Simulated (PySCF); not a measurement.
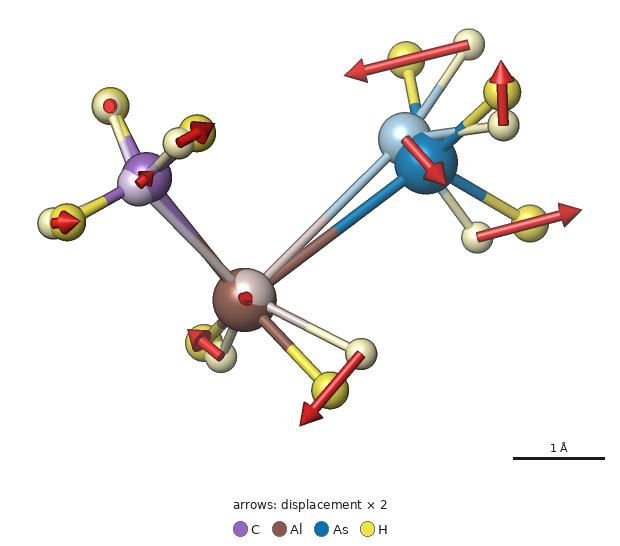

This is a relaxation of CH8AlAs. The starting structure is drawn faded, the final one solid; red arrows show the displacements, magnified 2 times. The two geometries are superimposed by the best rigid fit.

A ball-and-stick model, seen at a tilt.

The start comes from GFN2-xTB. Its atoms were then displaced at random by about 0.01 Å.

These are results of PBE0-D3(BJ)/def2-SVP geometry optimisation, gas phase in PySCF, not measurements. 

> What happened in the run?

After 17 geometry steps the energy has fallen by 9.27 kcal/mol. An H atom moves most after the best rigid fit: 0.71 Å. Largest moves by element: H 0.71 Å, As 0.37 Å, C 0.12 Å, Al 0.08 Å. Among the contacts that change: Al–H 1.564 → 1.605 Å, C–H 1.080 → 1.104 Å, As–H 1.490 → 1.511 Å, C–H 1.119 → 1.102 Å. Among the angles between lasting bonds that change: Al–As–H 165.4° → 121.7°, Al–As–H 92.6° → 118.2°, Al–As–H 104.9° → 120.0°.
